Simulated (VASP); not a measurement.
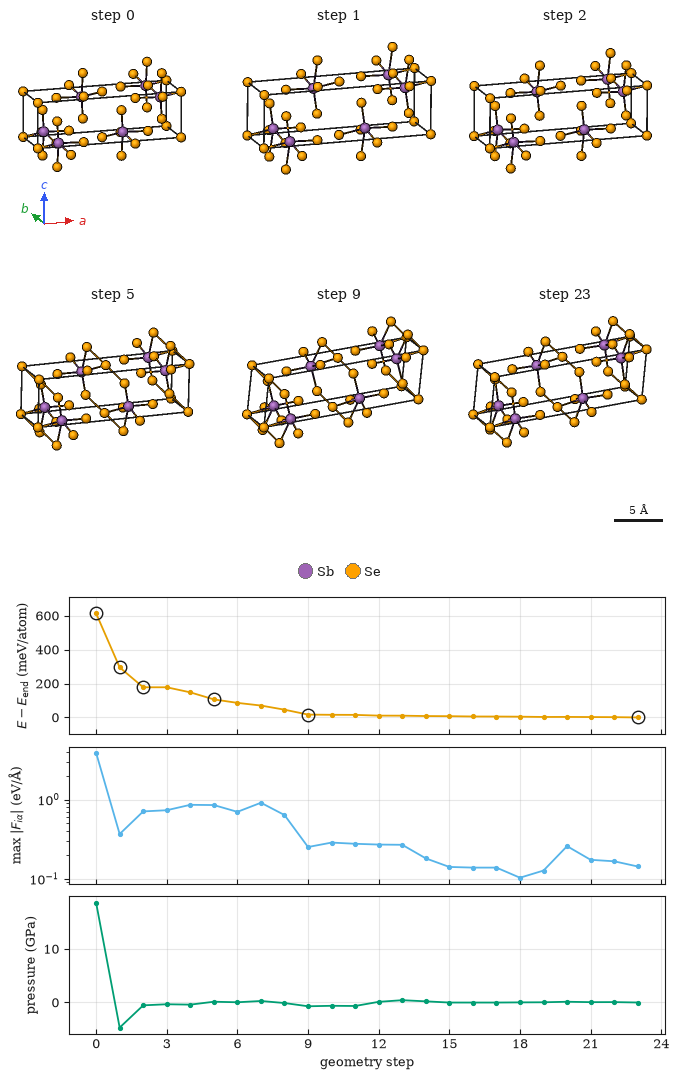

Frames of a relaxation of crystalline Sb2Se5 (a generated structure, set up in C2/m), marked on the history of the run. The picture is a ball-and-stick view of the conventional cell (2 times the calculation's cell), seen slightly off an axis. Lengths and directions refer to the drawn axes.

The run lets cell and atoms move.

Level of theory: VASP, Kohn-Sham DFT of a periodic cell, PBE, VASP PAW PBE potentials, recommended.

Input file:
```
SYSTEM = Sb2Se5
  ALGO = Fast
  EDIFF = 1E-4
  EDIFFG = -0.08
  ENCUT = 520
  GGA = PE
  IBRION = 2
  ISIF = 3
  ISMEAR = 0
  LASPH = .True.
  LCHARG = .False.
  LREAL = .False.
  LWAVE = .False.
  NELM = 60
  NSW = 24
  PREC = Normal
  SIGMA = 0.15
```

Command:
```bash
cat potpaw_PBE.64/Sb/POTCAR potpaw_PBE.64/Se/POTCAR > POTCAR
mpirun -np 1 vasp_std > vasp.out
```

Q: What happens along the run?

A: The relaxation stopped without meeting its thresholds, so the last structure isn't shown to be converged. The energy falls by 614 meV per atom in 23 geometry steps. Largest force component: 3.9 eV/Å at the start, 0.14 eV/Å at the end. Pressure: 18.62 GPa at the start and 0.00 GPa at the end. The largest moves relative to the cell, 0.39 Å, are those of Se atoms. By element the largest moves are Se 0.39 Å, Sb 0.36 Å. The volume changes by +29.8 %, with a 16.000 → 17.033 Å (+6.5 %), b 4.800 → 5.430 Å (+13.1 %), c 5.000 → 5.487 Å (+9.7 %), β 90.8° → 79.1°. Among the contacts that change: Se–Se 3.332 → 3.960 Å, Sb–Se 2.333 → 2.930 Å, Sb–Se 2.406 → 2.958 Å, Se–Se 3.105 → 2.635 Å. Among the angles between lasting bonds that change: Se–Sb–Se 90.3° → 114.2°, Se–Sb–Se 77.8° → 55.6°, Sb–Se–Sb 173.4° → 151.3°. The space group stays C2/m (No. 12). The volume changes by over a tenth within one run on a fixed set of plane waves, so the end point should be relaxed again from the new cell. It ran on 1 thread of Intel(R) Xeon(R) Platinum 8488C (Sapphire Rapids), on a shared host. From step 0 to 1: Sb atoms move most (0.22 Å), volume +53.5 %, energy −319 meV per atom. From step 1 to 2: Sb atoms move most (0.07 Å), volume −15.6 %, energy −117 meV per atom. From step 2 to 5: Sb atoms move most (0.13 Å), volume −1.8 %, energy −71.4 meV per atom. From step 5 to 9: Se atoms move most (0.29 Å), volume +2.2 %, energy −89.7 meV per atom. From step 9 to 23: Se atoms move most (0.19 Å), volume −0.2 %, energy −16.8 meV per atom.
